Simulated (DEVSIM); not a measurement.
System: Schottky contact on n-type Si, at 250 K.

```tsv
layer (left to right)	material	thickness (μm)	Nd (cm⁻³)	τn (s)	τp (s)
1	Si	3.30	7.8e16	0.00018	0.0018
```

Left contact: Schottky, work function 4.56 eV, emission velocity 7.7e6 cm/s. Right contact: ohmic. Voltage is applied to the left contact. Recombination: SRH at mid-gap, radiative, Auger. Mobility is μmin + (μ − μmin)/(1 + (N/Nref)^α).

This is a model device: material constants are rounded textbook-type values typed into the input, and sizes, dopings and lifetimes were drawn at random. Values at 300 K; Nc and Nv go as T^1.5, mobilities as T to minus their exponent, the gap by Varshni's rule with the affinity fixed.

| parameter | Si |
|---|---|
| gap (eV) | 1.124 |
| affinity (eV) | 4.05 |
| permittivity | 11.7 |
| Nc (cm⁻³) | 2.86e19 |
| Nv (cm⁻³) | 3.1e19 |
| μn (cm²/Vs) | 1417 |
| μp (cm²/Vs) | 470 |
| μn,min | 52 |
| μp,min | 45 |
| Nref,n | 9.7e16 |
| Nref,p | 2.2e17 |
| αn | 0.68 |
| αp | 0.72 |
| T exponent of μn | 2.3 |
| T exponent of μp | 2.2 |
| B (cm³/s) | 4.7e-15 |
| Cn (cm⁶/s) | 2.8e-31 |
| Cp (cm⁶/s) | 9.9e-32 |
| Varshni α (eV/K) | 0.000473 |
| Varshni β (K) | 636 |

DEVSIM, 1D drift-diffusion, Boltzmann statistics, complete ionisation; no tunnelling, impact ionisation, image-force lowering or self-heating. Metal contacts follow the ideal Schottky-Mott rule: no Fermi-level pinning, no interface dipoles.

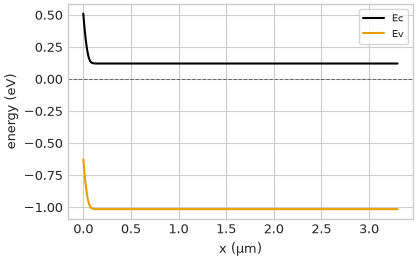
Figure: Band edges at zero bias

Energies count from the Fermi level of the right contact; mesh points crowd at the junctions.

| x (μm) | Ec (eV) | Ev (eV) | n (cm⁻³) | p (cm⁻³) | field (V/cm) |
|---|---|---|---|---|---|
| 0.000 | 0.510 | -0.626 | 1.1e9 | 5600000 | -94000 |
| 0.01063 | 0.417 | -0.719 | 8.6e10 | 74000 | -81000 |
| 0.02589 | 0.307 | -0.829 | 1.4e13 | 450 | -63000 |
| 0.05077 | 0.187 | -0.949 | 3.6e15 | < 1e2 | -33000 |
| 0.09738 | 0.125 | -1.012 | 6.7e16 | < 1e2 | -2400 |
| 0.1505 | 0.121 | -1.015 | 7.8e16 | < 1e2 | -50 |
| 0.2267 | 0.121 | -1.015 | 7.8e16 | < 1e2 | ≈ 0 |
| 0.3992 | 0.121 | -1.015 | 7.8e16 | < 1e2 | ≈ 0 |
| 0.5839 | 0.121 | -1.015 | 7.8e16 | < 1e2 | ≈ 0 |
| 0.8491 | 0.121 | -1.015 | 7.8e16 | < 1e2 | ≈ 0 |
| 1.230 | 0.121 | -1.015 | 7.8e16 | < 1e2 | ≈ 0 |
| 1.955 | 0.121 | -1.015 | 7.8e16 | < 1e2 | ≈ 0 |
| 2.371 | 0.121 | -1.015 | 7.8e16 | < 1e2 | ≈ 0 |
| 2.660 | 0.121 | -1.015 | 7.8e16 | < 1e2 | ≈ 0 |
| 2.915 | 0.121 | -1.015 | 7.8e16 | < 1e2 | ≈ 0 |
| 3.050 | 0.121 | -1.015 | 7.8e16 | < 1e2 | ≈ 0 |
| 3.134 | 0.121 | -1.015 | 7.8e16 | < 1e2 | ≈ 0 |
| 3.192 | 0.121 | -1.015 | 7.8e16 | < 1e2 | ≈ 0 |
| 3.242 | 0.121 | -1.015 | 7.8e16 | < 1e2 | ≈ 0 |
| 3.267 | 0.121 | -1.015 | 7.8e16 | < 1e2 | ≈ 0 |
| 3.286 | 0.121 | -1.015 | 7.8e16 | < 1e2 | ≈ 0 |
| 3.300 | 0.121 | -1.015 | 7.8e16 | < 1e2 | ≈ 0 |
